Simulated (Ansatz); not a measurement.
# CH₃NOSi: what the fields show

Input

```
crystal:
  periodic: [false, false, false]
  atoms:
    - { symbol: "N", position_ang: [-1.07779, -1.53191, -0.41321] }
    - { symbol: C, position_ang: [-0.29678, -0.63637, -0.05794] }
    - { symbol: O, position_ang: [-0.24238, 0.66645, -0.35787] }
    - { symbol: Si, position_ang: [1.0711, 0.32138, 0.72396] }
    - { symbol: H, position_ang: [-1.82191, -1.25961, -1.04523] }
    - { symbol: H, position_ang: [2.31862, 0.4551, 0.00529] }
    - { symbol: H, position_ang: [0.82159, 0.9768, 1.98818] }
basis:
  gaussian: { orbitals: cc-pVDZ }
hamiltonian:
  xc: b3lyp
relax:
  f_tol: 0.015
  max_steps: 40
output:
  orbitals: {}
```

Run with:

```sh
ansatz run input.yaml --threads 1 --pin off --max-ram 2048MiB --backend cpu --events-out ev --progress --plain --runs-dir out
```

The fields are those of the relaxed geometry.

All numbers below come from RKS B3LYP/cc-pVDZ (Ansatz).

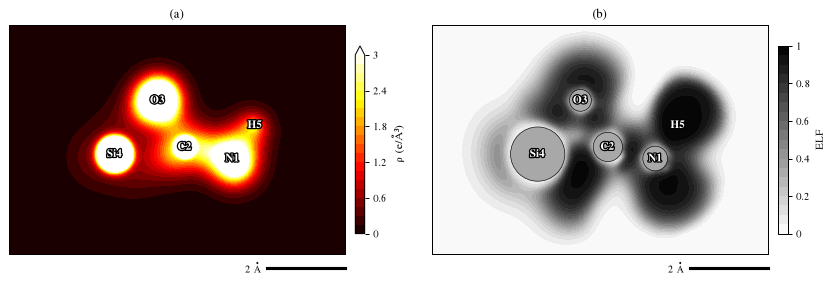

Figure 1. (a) electron density; (b) electron localisation function on the plane of atoms N1, C2 and O3. Grey discs cover the atomic cores in the ELF map.

**What do the fields say about this system?**

Atoms in the plane: N, C, O, Si and H.
C–N (1.26 Å): the density is about 2.8 e/Å³ at the midpoint; the ELF peaks at about 0.90 between the atoms: a multiple bond.
C–O (1.39 Å): ρ at the midpoint is about 2.1 e/Å³, with its minimum of 1.9 e/Å³ about 0.5 Å from C; the ELF peaks at about 0.85 between the atoms: a polar covalent bond.
Si–O (1.77 Å): ρ at the midpoint is about 0.83 e/Å³; the ELF peaks at about 0.80 between the atoms (a polar covalent bond).
C–Si (1.82 Å): ρ at the midpoint is about 0.87 e/Å³; the ELF peaks at about 0.85 between the atoms; localised, covalent bonding.
N–H (1.03 Å): ρ is about 2.7 e/Å³ halfway; the ELF climbs to about 1 towards the hydrogen, as it does in any bond to H: a covalent bond by its length.
The ELF also peaks beside N1 and O3, away from the bonds: lone-pair regions.

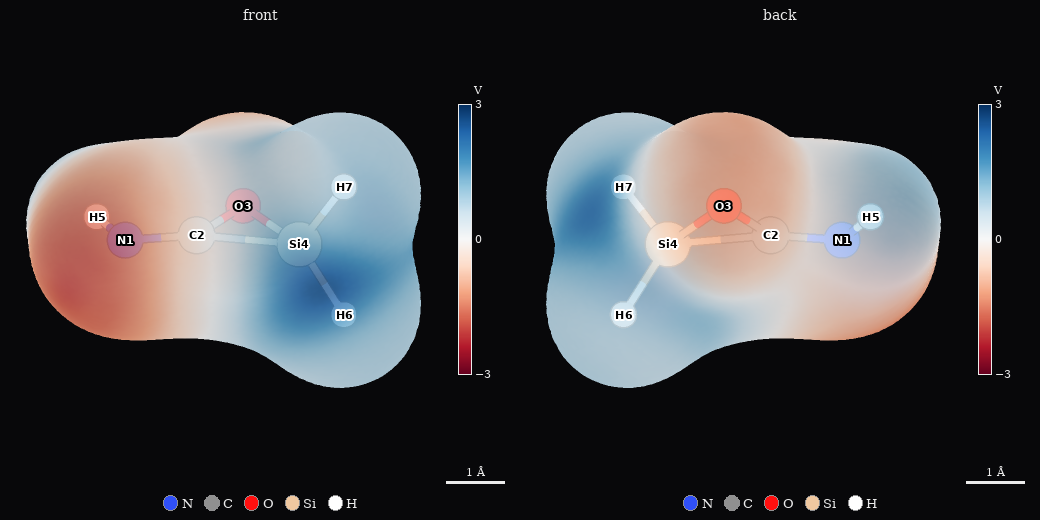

Figure 2. The molecular electrostatic potential painted on the density surface at 0.002 e/bohr³, seen from the front and from behind; red is negative and blue positive.

**Where is the surface potential most negative and most positive?**

The most negative region (about −1.9 V, or −44 kcal/mol for a unit charge) lies over N1, the most positive (about +2.5 V, or +58 kcal/mol for a unit charge) over Si4. N1 is the likeliest acceptor of a hydrogen bond.

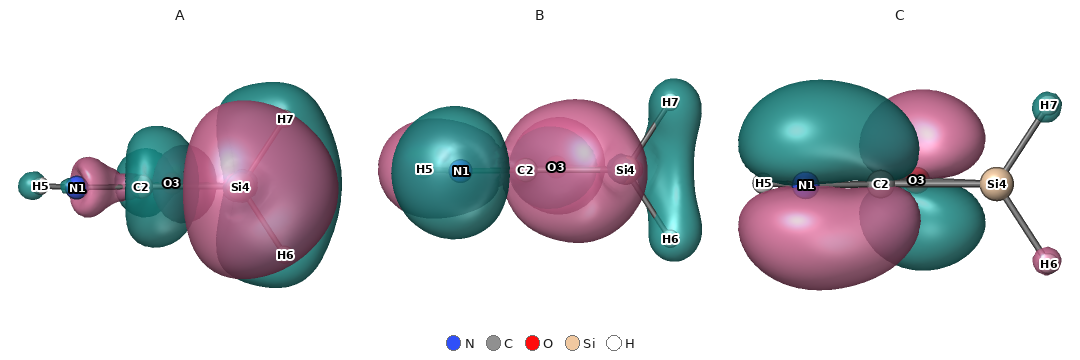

Figure 3. Three frontier orbitals at ±0.08 Å⁻³ᐟ² (teal and pink are the two phases), in no order.

**Which picture is the HOMO−1, the HOMO and the LUMO?**

C is the HOMO−1 (−7.62 eV). Its weight (Hirshfeld) is mainly on N1 (about 40 %), O3 (about 35 %) and C2 (about 15 %); largely a combination of lone pairs on N1 and O3. B is the HOMO (−7.13 eV). By Hirshfeld shares it lies mainly on N1 (about 40 %), O3 (about 20 %), C2 (about 15 %), Si4 (about 15 %) and H5 (about 5 %). A is the LUMO (−1.32 eV). By Hirshfeld shares it lies mainly on Si4 (about 65 %), O3 (about 10 %), C2 (about 10 %), H6 (about 5 %) and H7 (about 5 %).

**What is the HOMO–LUMO gap?**

5.81 eV between the orbital energies.
